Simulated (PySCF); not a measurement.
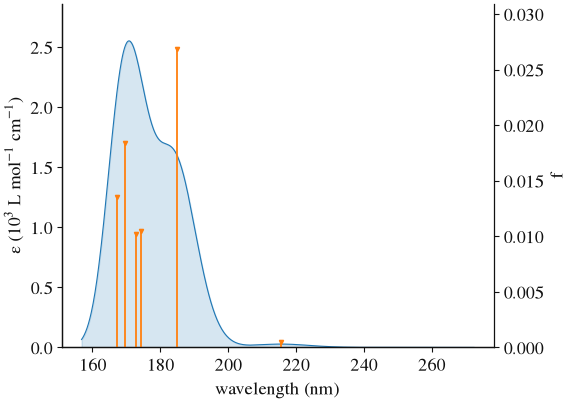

Vertical TDDFT excitations, PBE0/def2-SVPD with PySCF 2.14.0, at a GFN2-xTB geometry (no frequency check), gas phase. Only the first 6 singlet excitations are included; each is broadened by a Gaussian of 1/e half-width 0.30 eV. Sticks give oscillator strengths (right axis).

> Which molecule gives this spectrum?
A. C₅H₁₁NOSi, SMILES NC(=O)[C@H]1CC[SiH2]C1
B. C₅H₉FO₂, SMILES CC[C@]1(F)COCO1
C. C₄H₈, SMILES C/C=C\C

A. Its lowest singlet lies at 5.75 eV (f = 0.001) and the brightest of those computed is S2 at 6.71 eV (185 nm), f = 0.027, mainly HOMO → LUMO (57 %).

Caveats: states above the negative HOMO energy depend on the basis; the tight-binding geometry is rougher than a DFT one and adds to the error; one conformer of a flexible molecule; core orbitals are frozen in the response.
